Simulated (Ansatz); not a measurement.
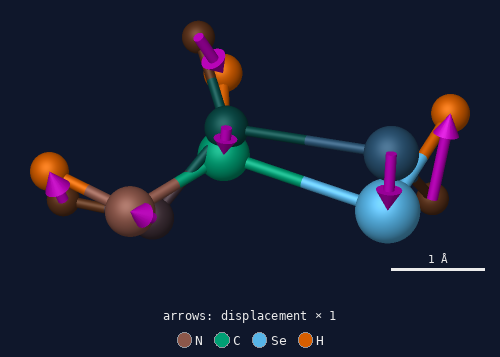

A relaxation of CH₃NSe. The starting structure is drawn faded, the final one solid; purple arrows show the displacements, at their true length. The two geometries are superimposed by the best rigid fit.

A ball-and-stick model, seen face on.

The run prepares an end point of a later path (torsion) calculation, from a guessed geometry.

Level of theory: Ansatz 0.2.0, RKS B3LYP/def2-SVP. Set-up: no spin polarisation; force threshold 0.015 eV/Å; at most 40 steps.

Which element moves most?

Answer. Hydrogen: up to 1.00 Å, against 0.68 Å for selenium.

Describe the change and its energy.

Answer. Over 11 geometry steps the energy falls by 38.7 kJ/mol. Largest force component: 1.4 eV/Å at the start, 0.0068 eV/Å at the end. The largest move after the best rigid fit is that of an H atom, 1.00 Å. Largest moves by element: H 1.00 Å, Se 0.68 Å, N 0.37 Å, C 0.33 Å. Some distances before and after: H–Se 1.537 → 1.477 Å, C–Se 1.892 → 1.924 Å, C–H 1.100 → 1.106 Å. Among the angles between lasting bonds that change: Se–C–H 120.3° → 113.6°, N–C–H 121.4° → 126.6°, C–N–H 116.1° → 111.1°. Groups turn about C–Se by about 90°. The run took 31 s on 1 thread of Arm Neoverse V2, with other jobs on the host, peak memory 0.17 GiB.
